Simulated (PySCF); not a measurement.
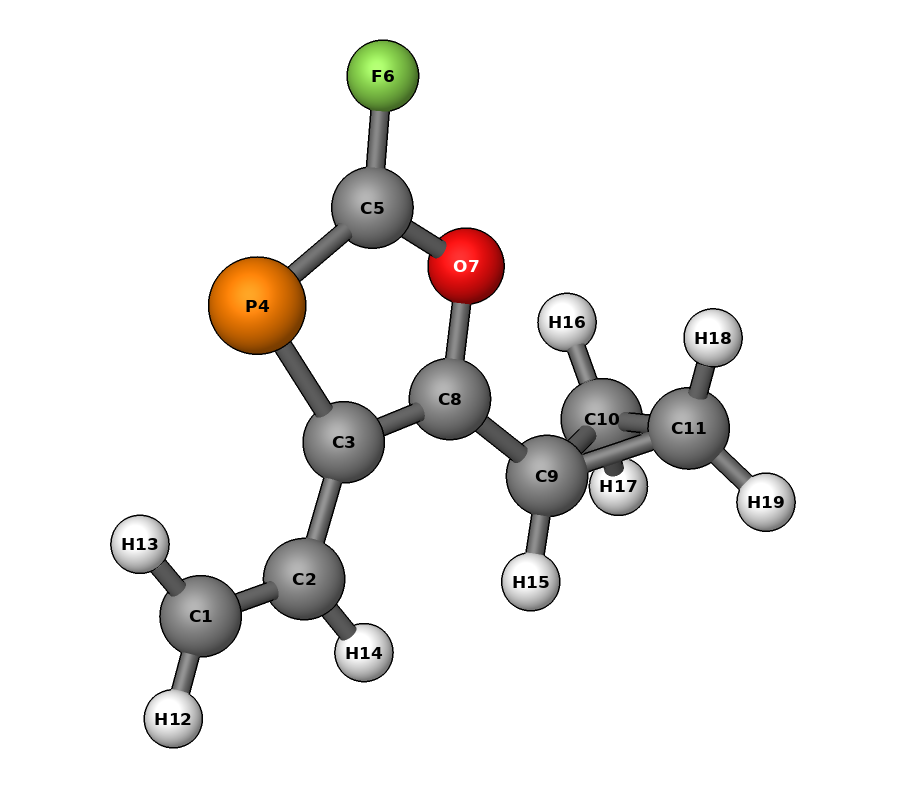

Computed geometry: GFN2-xTB optimisation. No frequency run is at hand to confirm it as a minimum. Level of theory: GIAO PBE0/pcSseg-1 NMR shielding, non-relativistic, gas phase (PySCF 2.14.0). Principal shieldings σ11 ≤ σ22 ≤ σ33, span Ω = σ33 − σ11, skew κ = 3(σiso − σ22)/Ω.

Give the shielding tensors of the P atoms.

| atom | σ11 | σ22 | σ33 | σiso | Ω | κ |
| --- | --- | --- | --- | --- | --- | --- |
| P4 | 171.3 | 243.8 | 492.5 | 302.5 | 321.1 | 0.55 |

Shieldings and span in ppm.

The geometry is semi-empirical. Around P such bond lengths and angles can be off by a tenth of an ångström or more and by several degrees, and values that hang on the shape move with them.
